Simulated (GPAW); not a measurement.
# Polarising HfGe2As4 monolayer with a field along the normal

The dipole of the cell at several fields, atoms fixed. What does the strongest field give, and what length does the slope stand for?

How it was computed: GPAW 26.7.0, plane waves (400 eV), PAW setups, PBE, 9×9 mesh, a dipole layer in the vacuum; geometry relaxed without an applied field with GPAW. The cell's area is 12.99 Å², and e/ε0 = 180.95 V Å.

Results, with one row withheld:

```tsv
field (V/Å)	dipole (e Å)
−0.2	−0.1777
−0.1	−0.0889
−0.05	−0.0444
0.05	0.0444
0.1	0.0889
0.2	0.1777
0.3	?
```

Q: What is the dipole at 0.3 V/Å?

Worked answer. A line through the 6 points has the slope α = 0.889 e Å per V/Å and the intercept p₀ = 0.0000 e Å (r.m.s. residual 3.1e−05). At 0.3 V/Å it gives p = 0.0000 + 0.889 × 0.3 = 0.2666 e Å; the run gives 0.2667 e Å, so the response stays linear to 0.0 % of the induced part. Dividing by ε0 and the area: α/(ε0 A) = 0.889 × 180.95 / 12.99 = 12.37 Å, against 10.20 Å between the outer nuclei.

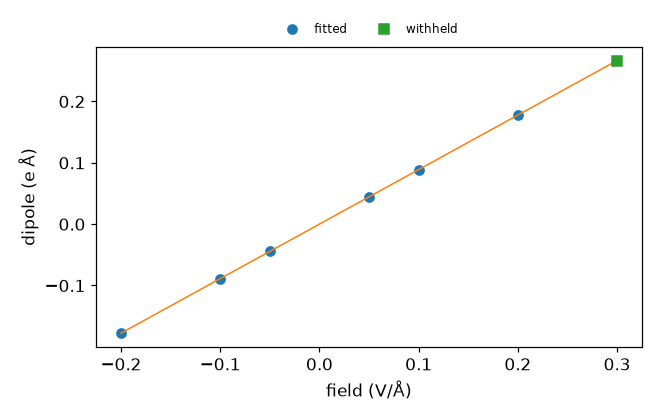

The line and the withheld run.

**Limits.** This is the electronic response alone; ions that move would add to it in polar layers. No run was spin-polarised, so magnetic states weren't tested. Spin-orbit coupling is left out, which matters for the heavier atoms here.

[Logs are printed without paths, hosts, clocks, repeated set-up lines and the standing remarks that a program may print on its own settings, such as how far it seeks lower states.]
